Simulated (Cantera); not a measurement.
Input: 1 mol Si3N4, a varied amount of HCl, 0.42 mol N2, held at 1875 K and 13.3 mbar.

Equilibrium computed with Cantera from the NASA thermochemical tables; the gas is ideal and each condensed phase is pure. Candidate condensed phases: NH4Cl, Si, Si3N4; 28 gas species. The tables' values for SiCl3, SiCl, SiN are old estimates; treat these amounts as uncertain. Gases not in the tables: Si2H6 and higher silanes. Equilibrium is a limit: real reactors are often held back by kinetics, nucleation or transport.

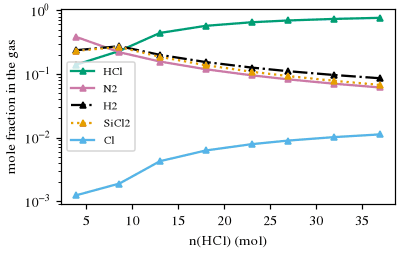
Figure. Equilibrium gas composition (values under 1e-9 drawn at 1e-9)

At 3.9 mol HCl the condensed part is Si(l). From 8.6 mol HCl to 37 mol HCl nothing is condensed. The main Si-bearing gas is SiCl2 throughout.
